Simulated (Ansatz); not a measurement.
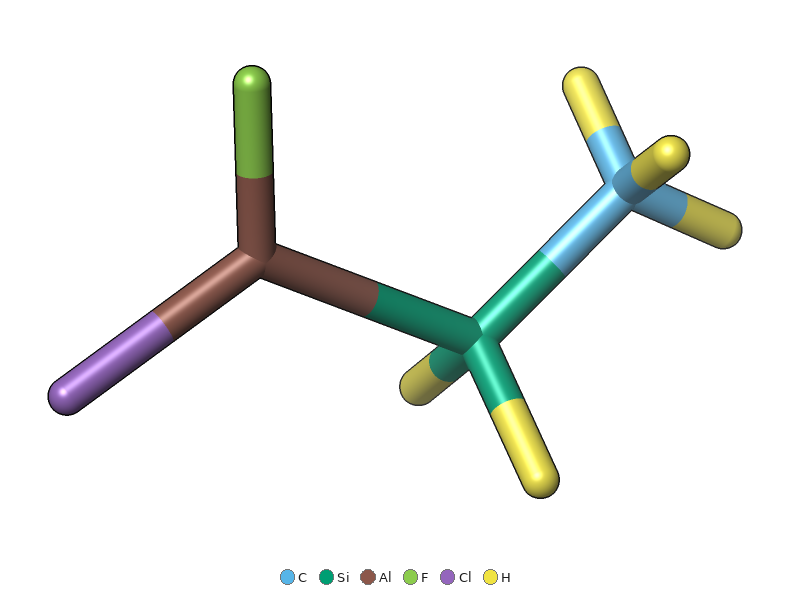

The picture shows a molecular structure as a stick model.

The geometry was computed by an optimisation with PBE0-D4/def2-TZVP. No frequency run is at hand to confirm it as a minimum.

What does the picture show?

It has 10 atoms: 1 carbon, 5 hydrogen, 1 aluminium, 1 chlorine, 1 fluorine and 1 silicon (CH5AlClFSi). SMILES: `C[SiH2][Al]([F])[Cl]`. Among its groups: Si–H bond. Coordination: 1 C tetrahedral; 1 Si tetrahedral; 1 Al trigonal planar.

The parts below concern this one geometry. Atoms keep their numbers from picture to picture.

**Dipole moment**

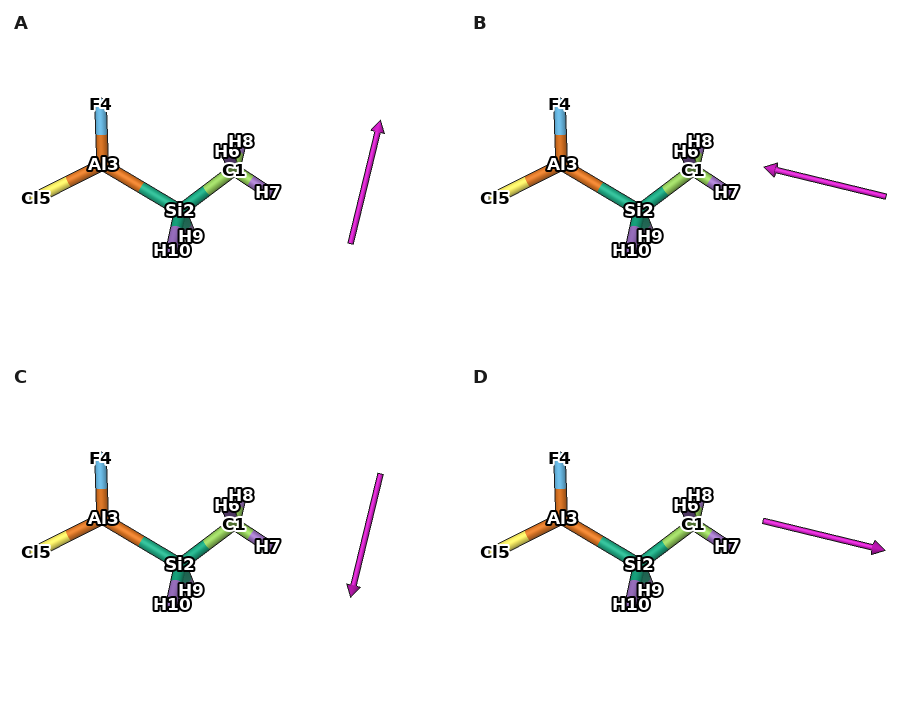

The same molecule four times, each with an arrow. No frequency run is at hand to confirm it as a minimum. Method: RKS ωB97M-V/def2-TZVPP (Ansatz 0.2.0).

Which arrow points along the dipole moment, from the negative to the positive end?

Answer. D. The dipole moment is 2.36 D; it points from the side of Cl5 to the side of H7 (the outermost atoms at the two ends).

**Charges**

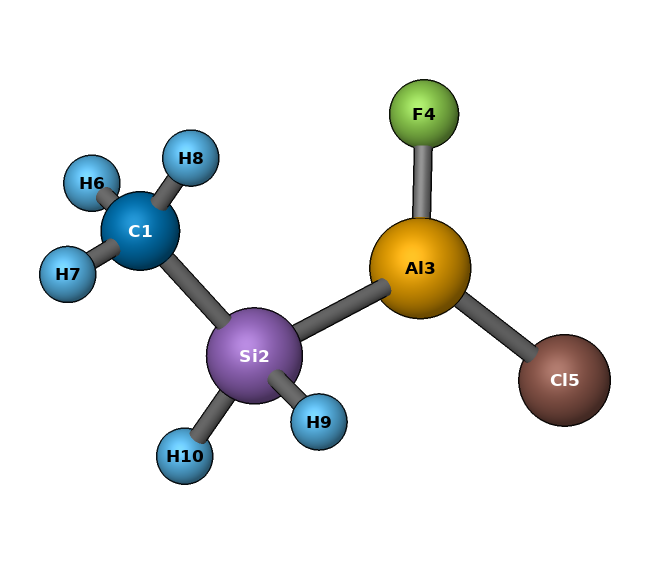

The questions are on Mulliken charges. No frequency run is at hand to confirm it as a minimum. Level of theory: RKS PBE-D4/def2-TZVPP (Ansatz 0.2.0).

Which atom carries the highest charge (most positive or least negative)?

Answer. Al3 (0.59 e).

And the lowest?

Answer. C1 (−0.36 e).

Give the Mulliken charges atom by atom.

| atom | value (e) |
| --- | --- |
| C1 | −0.36 |
| Si2 | 0.04 |
| Al3 | 0.59 |
| F4 | −0.30 |
| Cl5 | −0.22 |
| H6 | 0.11 |
| H7 | 0.11 |
| H8 | 0.11 |
| H9 | −0.04 |
| H10 | −0.05 |

**Levels of theory compared**

No frequency run is at hand to confirm it as a minimum. Program: Ansatz 0.2.0.

Compare HOMO–LUMO gap (eV) at these levels: B3LYP-D4/def2-TZVPP; PBE-D4/def2-TZVPP; PBE0-D4/def2-TZVPP; r2SCAN-D4/def2-TZVPP; ωB97M-V/def2-TZVPP; ωB97X-V/def2-TZVPP.

```tsv
level	HOMO–LUMO gap (eV)
B3LYP-D4/def2-TZVPP	6.25
PBE-D4/def2-TZVPP	4.75
PBE0-D4/def2-TZVPP	6.62
r2SCAN-D4/def2-TZVPP	5.20
ωB97M-V/def2-TZVPP	10.31
ωB97X-V/def2-TZVPP	10.81
```

Mulliken values depend strongly on the basis set and can even reverse the polarity of a bond.
